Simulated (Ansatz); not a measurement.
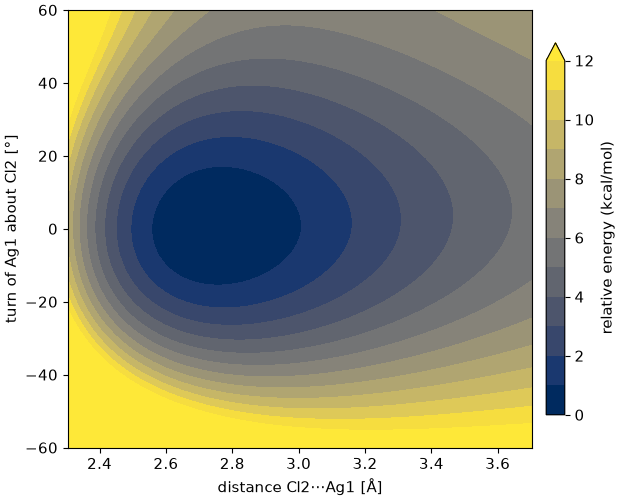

AgClH, charge +1. The turn is about an axis along (−0.48, 0.88, −0.00) in the frame of the relaxed pair, normal to the line between the partners. First axis: distance Cl2···Ag1. Second axis: turn of Ag1 about Cl2. The grid has 15 × 15 points. Points are written as (first, second). All energies are given in kcal/mol relative to the lowest grid point. Computed with RHF/def2-TZVPD in Ansatz.

Drawn: filled contours, one colour for all values above the top of the scale. Between grid points the surface is interpolated.

The lowest grid point is at (2.732 Å, 0.0°). No other kind of well shows on this grid. The highest grid point, (2.304 Å, −60.0°), lies 40.0 kcal/mol above the lowest. Round the minimum the two coordinates are nearly uncoupled.

The level of theory is changed to RKS B3LYP-D4/def2-TZVPD in Ansatz; with it change the reference geometry, relaxed at the new level; the new grid has 15 × 15 points.

Q: How does the landscape change?

A: The minimum (interpolated where it lies between grid points) moves from about (2.743 Å, 0°) to about (2.532 Å, 0°). The curvature at the minimum changes from about 1.8 to 3.7 eV/Å² along distance Cl2···Ag1 and from about 1.1 to 1.5 eV/rad² along turn of Ag1 about Cl2.

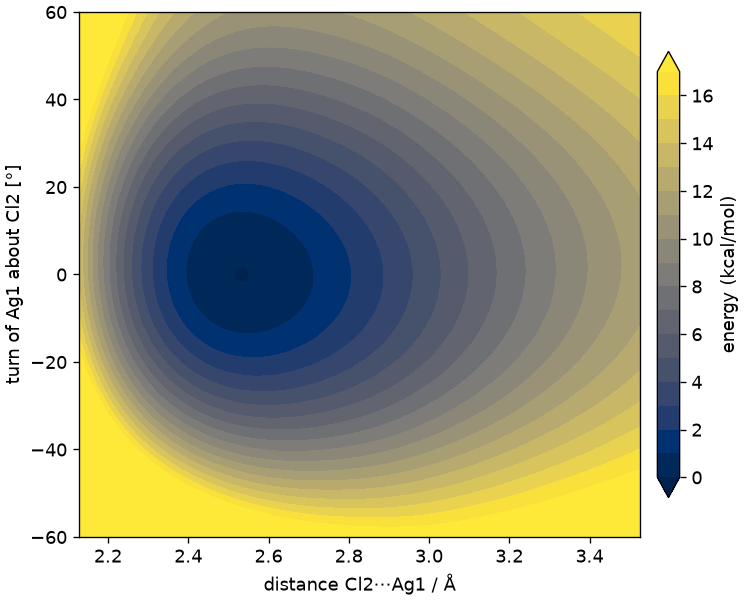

The map after the change, on a colour scale of its own. Drawn: filled contours, one colour for all values above the top of the scale. Between grid points the surface is interpolated.
